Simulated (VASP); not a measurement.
Band structure of Cu (fcc). All values below come from optB88-vdW, VASP's PBE PAW potentials (set 64) (plane waves; VASP).

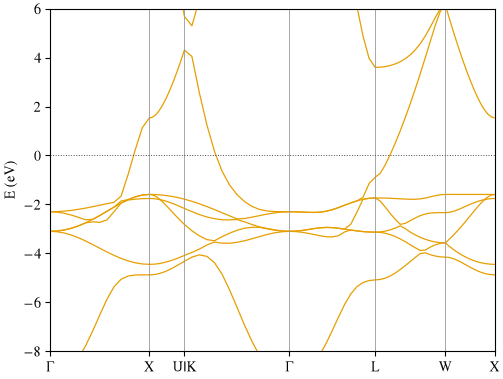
Fig. 1. Bands along high-symmetry lines, zero at the valence-band maximum or, without a gap, the Fermi level

Read the plot: is there a gap, and where are the band edges?

It has no gap at this level: it comes out as a metal or semimetal. (Edges off the drawn lines would not show.)

The compound is Cu in the fcc structure. It was relaxed first.
